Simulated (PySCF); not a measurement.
## C4H4F2: NMR shielding calculation

- system: C4H4F2, SMILES C=C(F)C(=C)F
- method: GIAO BP86/pcSseg-1 NMR shielding, non-relativistic, gas phase (PySCF 2.14.0)

The geometry comes from this level: PBE0-D3(BJ)/def2-SVP. Figures and captions count atoms from 1; the log counts them from 0 in places.

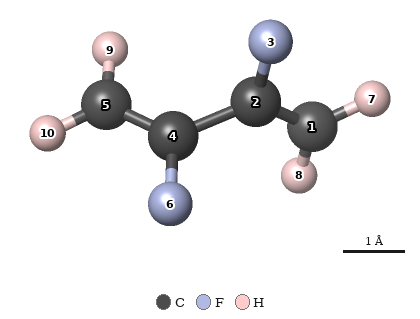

*The structure as given in the input (ball-and-stick view, seen on its broad side; atoms are numbered from 1 in the order of the input).*

Bond lengths as drawn: C–C 1.33 to 1.48 Å, C–F 1.34 Å and C–H 1.09 Å.

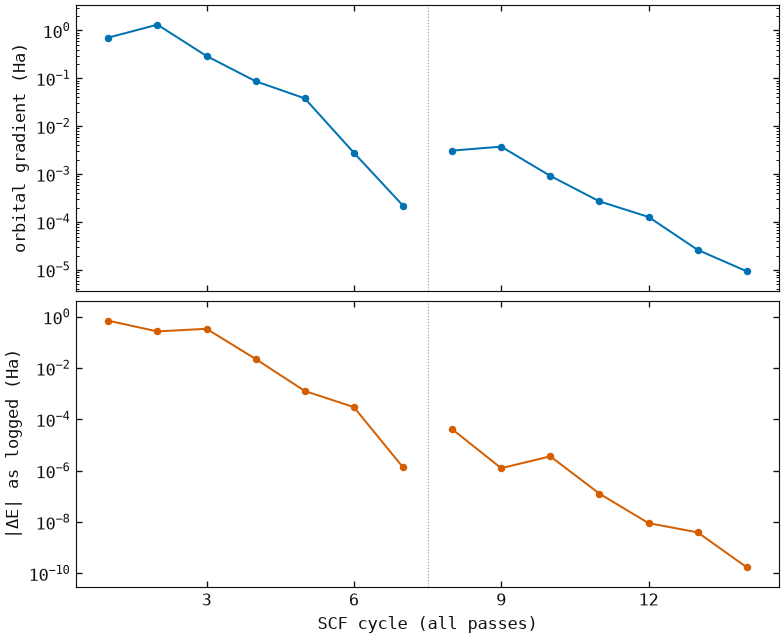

*Convergence of the self-consistent field: orbital gradient and size of the energy change against the SCF cycle. The dotted line marks the change from a coarse to the final integration grid.*

The first 7 cycles use a coarse grid, the final grid takes over at cycle 8, and the field converges after 14 cycles in all.

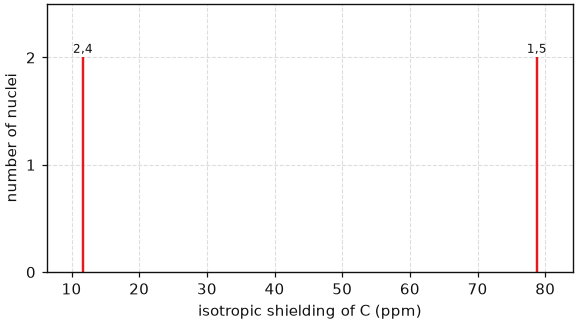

*Isotropic shieldings of the carbon nuclei in this fixed geometry, labelled by atom number; shielding grows to the right, so chemical shift grows to the left.*

The least shielded is C2 (11.7 ppm), the most shielded C5 (78.8 ppm).

The input that produced these results follows, with the program's output.

### Input
```
{"job": {"kind": "nmr", "xc": "BP86", "basis": "pcSseg-1", "pop": false}, "charge": 0, "multiplicity": 1}
C      1.710381    -0.380753    -0.099932
C      0.684812     0.369396     0.286646
F      0.860662     1.644798     0.646386
C     -0.722396    -0.087071     0.397152
C     -1.677313     0.133645    -0.499136
F     -0.980702    -0.746716     1.530684
H      2.721495     0.030034    -0.127030
H      1.545430    -1.417727    -0.392106
H     -1.446020     0.671089    -1.418619
H     -2.696350    -0.216693    -0.324043
```

The first line tells a small driver script what to run in PySCF; the rest is the geometry in Å.

Run as:
```bash
OMP_NUM_THREADS=1 python <driver script> task.json out
```

### Log
```
coarse grid: 9000 points
cycle   1  E = -354.2641917637  dE =  7.052e-01  |g| = 7.109e-01  |ddm| = 2.851e+00
cycle   2  E = -353.9956208856  dE =  2.686e-01  |g| = 1.324e+00  |ddm| = 1.371e+00
cycle   3  E = -354.3363557776  dE = -3.407e-01  |g| = 2.935e-01  |ddm| = 1.020e+00
cycle   4  E = -354.3589820808  dE = -2.263e-02  |g| = 8.717e-02  |ddm| = 3.201e-01
cycle   5  E = -354.3602661399  dE = -1.284e-03  |g| = 3.828e-02  |ddm| = 8.637e-02
cycle   6  E = -354.3605674439  dE = -3.013e-04  |g| = 2.802e-03  |ddm| = 2.972e-02
cycle   7  E = -354.3605688039  dE = -1.360e-06  |g| = 2.210e-04  |ddm| = 1.866e-03
final grid: 89528 points
cycle   8  E = -354.4262337066  dE = -4.186e-05  |g| = 3.108e-03  |ddm| = 2.320e-02
cycle   9  E = -354.4262324516  dE =  1.255e-06  |g| = 3.763e-03  |ddm| = 5.846e-03
cycle  10  E = -354.4262360848  dE = -3.633e-06  |g| = 9.213e-04  |ddm| = 3.210e-03
cycle  11  E = -354.4262362128  dE = -1.280e-07  |g| = 2.709e-04  |ddm| = 9.001e-04
cycle  12  E = -354.4262362219  dE = -9.047e-09  |g| = 1.282e-04  |ddm| = 2.538e-04
cycle  13  E = -354.4262362258  dE = -3.968e-09  |g| = 2.630e-05  |ddm| = 1.092e-04
cycle  14  E = -354.4262362260  dE = -1.722e-10  |g| = 9.401e-06  |ddm| = 2.925e-05
converged SCF energy = -354.4262362260

GIAO shielding tensors (ppm)
atom      isotropic    diamagn.    paramagn.     s11        s22        s33       span
  0 C       78.752     257.737    -178.985    -17.182     99.772    153.667    170.849
  1 C       11.692     251.573    -239.881    -93.770     55.181     73.666    167.436
  2 F      231.774     474.279    -242.505    147.655    227.173    320.494    172.839
  3 C       11.695     251.574    -239.879    -93.789     55.191     73.683    167.471
  4 C       78.761     257.738    -178.977    -17.178     99.793    153.666    170.844
  5 F      231.764     474.283    -242.519    147.702    227.144    320.444    172.742
  6 H       26.220      29.037      -2.816     23.656     25.270     29.736      6.080
  7 H       26.511      31.005      -4.494     24.056     25.511     29.966      5.910
  8 H       26.512      31.006      -4.494     24.056     25.513     29.967      5.911
  9 H       26.220      29.038      -2.818     23.655     25.270     29.736      6.080
```

### Key numbers

| quantity | value |
| --- | --- |
| outcome | converged |
| total energy | −354.426236 hartree |
| HOMO | −6.62 eV |
| LUMO | −1.58 eV |
| dipole moment | 1.51 D |
| isotropic shielding, C | 11.7 to 78.8 ppm |
| isotropic shielding, F | 231.8 ppm |
| isotropic shielding, H | 26.2 to 26.5 ppm |
| hardware | 1 CPU thread, shared host |
| wall time | 10 s |
| peak memory | 0.54 GiB |
